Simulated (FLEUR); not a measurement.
Band structure of SiSnPt5 (P4/mmm, 7 atoms in the cell).

```
SiSnPt5
1.0
    4.04672     0.00000     0.00000
    0.00000     4.04672     0.00000
    0.00000     0.00000     7.15583
Si Sn Pt
1 1 5
Direct
  0.00000   0.00000   0.50000
  0.50000   0.50000   0.00000
  0.00000   0.50000   0.29555
  0.00000   0.50000   0.70445
  0.50000   0.00000   0.29555
  0.50000   0.00000   0.70445
  0.00000   0.00000   0.00000
```

Method: FLEUR with LDA (Perdew-Zunger), all-electron FLAPW (FLEUR), scalar-relativistic valence.

Settings: Kmax = 4.6 1/bohr; GmaxXC = 13.8 1/bohr; xcFunctional = pz; jspins = 1; l_soc = F; mode = hist; fermiSmearingEnergy = 0.00183747 Htr; mesh (inpgen div1-3) = 5 5 3; inpgen gamma flag = false; Gmax = 13.8 1/bohr; numbands = 0; maxIterBroyd = 40; imix = Anderson; alpha = 0.05.

The starting cell comes from a database of computed structures (which also holds hypothetical and non-ambient phases and stackings), without a prior relaxation at this level. Its lattice was rescaled by a random factor within 2.5 % of one. Spin-orbit coupling is off. Spin polarisation is off. Values depend on the basis (sphere radii, cutoffs, local orbitals), which need not be converged.

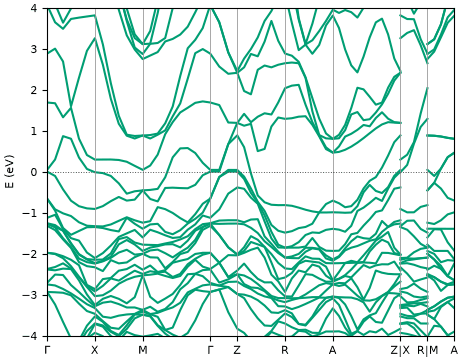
Figure. Bands along the path, energies from the Fermi level.

Levels in eV from the Fermi level, bands 46 to 53:
```json
[
 {"point": "Γ", "46": "-1.12", "47": "-0.65", "48": "-0.65", "49": "0.00", "50": "0.05", "51": "1.69", "52": "2.88", "53": "4.07"},
 {"point": "X", "46": "-2.11", "47": "-1.35", "48": "-1.33", "49": "-0.91", "50": "-0.01", "51": "0.30", "52": "3.26", "53": "3.82"},
 {"point": "M", "46": "-1.60", "47": "-1.39", "48": "-1.24", "49": "-0.45", "50": "-0.45", "51": "0.05", "52": "0.89", "53": "0.89"},
 {"point": "Z", "46": "-0.38", "47": "0.00", "48": "0.05", "49": "0.89", "50": "1.19", "51": "1.19", "52": "2.42", "53": "2.42"},
 {"point": "R", "46": "-1.85", "47": "-1.85", "48": "-1.49", "49": "-0.81", "50": "1.29", "51": "2.04", "52": "2.65", "53": "2.89"},
 {"point": "A", "46": "-1.93", "47": "-1.39", "48": "-0.99", "49": "-0.70", "50": "0.47", "51": "0.47", "52": "0.80", "53": "0.80"}
]
```
